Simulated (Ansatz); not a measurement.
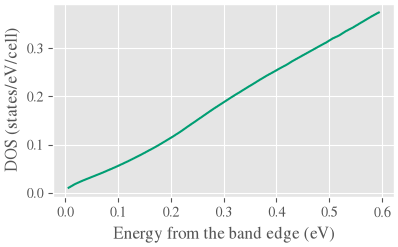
Figure: Density of states of GaAs (F-43m) below the valence band maximum, PBEsol with spin-orbit coupling, rigid bands run with Ansatz (a quantum-chemistry and plane-wave program); cell volume 45.3 Å³.

Question: What effective density of states at 300 K does this give (∫ g(E) exp(−E/k_BT) dE, both spins, divided by the cell's size)?

Answer: 1.2e19 cm⁻³, a density-of-states mass of 0.61 mₑ, valleys and band degeneracy included.

Geometry: cell and atoms relaxed with PBEsol.
